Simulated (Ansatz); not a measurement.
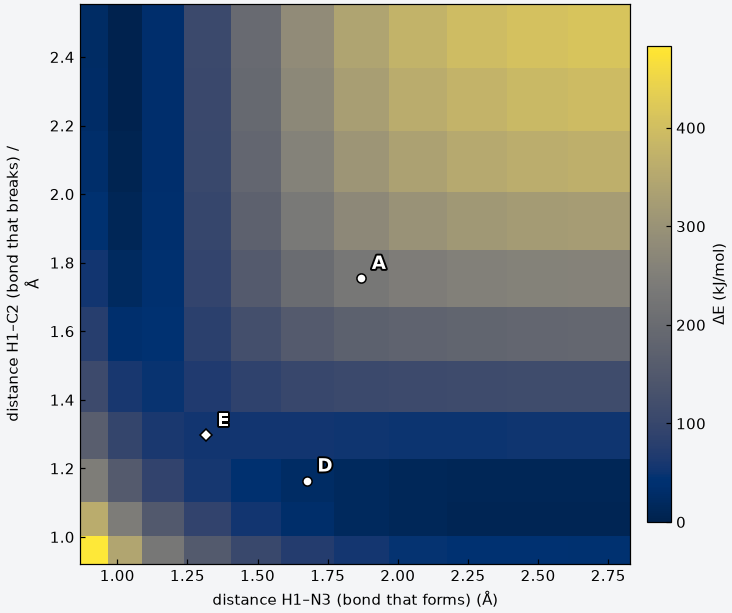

The reacting system CH₆N (fragments CH₄ + H₂N where the first distance is long, H₃N + CH₃ where the second is long), spin multiplicity 2. Coordinates scanned: (1) distance H1–N3 (bond that forms); (2) distance H1–C2 (bond that breaks). Relaxed at each point: all other coordinates. The grid has 11 × 11 points. Points are written as (first, second). Energies are in kJ/mol, from the lowest grid point. In part of the range the unrestricted reference is strongly spin-contaminated. These are results of UKS r2SCAN0-D4/def2-SVP (Ansatz 0.2.0), not measurements.

Drawn: one coloured cell a grid point, lettered points.

> Rank the lettered points by energy, lowest first.

D (25 kJ/mol), E (55 kJ/mol), A (229 kJ/mol).
